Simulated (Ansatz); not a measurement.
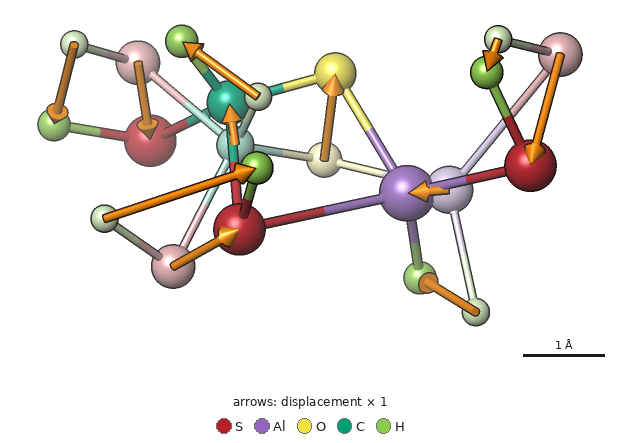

A relaxation of CH5AlOS3. The starting structure is drawn faded, the final one solid; orange arrows show the displacements, at their true length. The two geometries are superimposed by the best rigid fit.

The picture is a ball-and-stick view, seen at a tilt.

The run prepares the start of a later molecular dynamics calculation, from a guessed geometry.

Level of theory: RKS B3LYP-D4/STO-3G in Ansatz 0.2.0.

The input:
```yaml
crystal:
  periodic: [false, false, false]
  atoms:
    - { symbol: S, position_ang: [-0.314, -3.447, -0.0898] }
    - { symbol: Al, position_ang: [0.1707, -1.5977, 1.1543] }
    - { symbol: O, position_ang: [-0.8744, -0.0395, 1.0098] }
    - { symbol: C, position_ang: [-0.3018, 0.818, -0.0029] }
    - { symbol: S, position_ang: [0.9763, 1.8538, 0.6121] }
    - { symbol: S, position_ang: [-1.7524, 1.8883, -0.5235] }
    - { symbol: H, position_ang: [0.4639, -2.9525, -1.1659] }
    - { symbol: H, position_ang: [1.4936, -1.6151, 2.1011] }
    - { symbol: H, position_ang: [-0.0316, 0.2622, -0.8575] }
    - { symbol: H, position_ang: [1.2845, 2.3704, -0.623] }
    - { symbol: H, position_ang: [-1.0494, 2.4021, -1.5939] }
basis:
  gaussian: { orbitals: STO-3G }
hamiltonian:
  xc: b3lyp
  dispersion: d4
relax:
  f_tol: 0.02
  max_steps: 40
scf:
  lower_state_search: "off"
```

Command:
```bash
ansatz run input.yaml --threads 1 --pin off --max-ram 2048MiB --backend cpu --events-out ev --progress --plain --runs-dir out
```

**Describe the change and its energy.**

The atom that moves furthest after the best rigid fit is H10 (2.21 Å). By element the largest moves are H 2.21 Å, S 1.65 Å, O 1.26 Å, C 0.53 Å, Al 0.53 Å. Near-neighbour distances that change, for instance: Al2–S5 3.586 → 2.369 Å, C4–S5 1.756 → 1.999 Å, S1–Al2 2.281 → 2.121 Å, Al2–H8 1.627 → 1.494 Å. New bonds form, among them: Al2–S5 (3.59 → 2.37 Å). Bond angles that change, for instance: O3–C4–S6 103.1° → 115.5°, S5–C4–H9 114.1° → 105.0°, O3–C4–S5 113.1° → 104.4°. Groups turn about O3–C4 by about 100°, C4–S5 by about 90°. Over 34 accepted moves (38 points after the start) the energy falls by 239.7 kJ/mol. The largest force component goes from 3.5 to 0.015 eV/Å. The line search rejected the trial steps at points 14, 28, 33, 37 of the run. The run took 110 s on 1 thread of Arm Neoverse V2, with other jobs on the host, peak memory 0.14 GiB.

Limits of the set-up: STO-3G is a minimal basis, so the numbers are rough.
